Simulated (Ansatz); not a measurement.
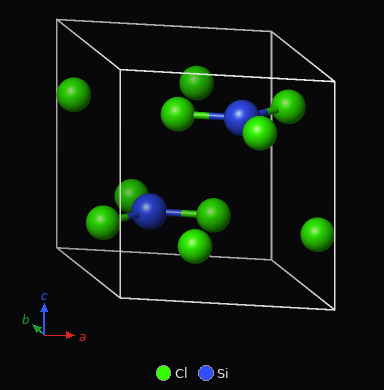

The crystal in a ball-and-stick representation, seen slightly off an axis. The simulation cell is drawn as a box.

```
CELL_PARAMETERS angstrom
6.16043 0.00000 0.00000
-3.08021 5.33509 0.00000
0.00000 0.00000 6.56525
ATOMIC_POSITIONS crystal
Cl 0.03000 0.37000 0.25000
Cl 0.66000 0.03000 0.75000
Cl 0.63000 0.66000 0.25000
Cl 0.97000 0.63000 0.75000
Cl 0.34000 0.97000 0.25000
Cl 0.37000 0.34000 0.75000
Si 0.33330 0.66670 0.25000
Si 0.66660 0.33330 0.75000
```

Computed with DFT, PAW plane waves, PBE in Ansatz. Settings: a kinetic-energy cutoff of 420 eV, Brillouin-zone sampling on a 6×6×5 mesh, Fermi-Dirac smearing of 0.1 eV, no spin polarisation. The pressure of the cell is 15 GPa.

Question: What does a Bader analysis give?

Answer: Si +2.54 e; Cl -0.85 e.

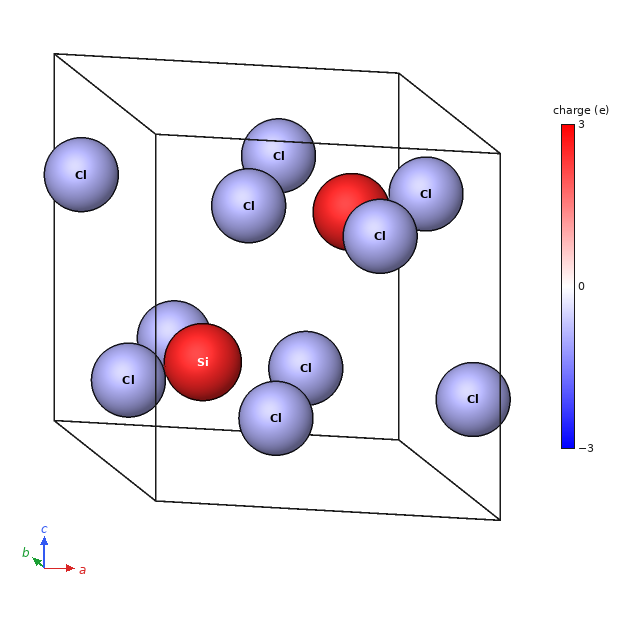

The atoms coloured by those charges.

Provenance: a generated cell, made by putting these elements into a known structure type (the compound may or may not exist in this form); not relaxed. It went into a calculation with Ansatz.

At this level of theory the cell isn't at rest (compressed, at 15 GPa and forces up to 5.4 eV/Å), so its distances can differ from those at equilibrium, the more so the softer the solid.
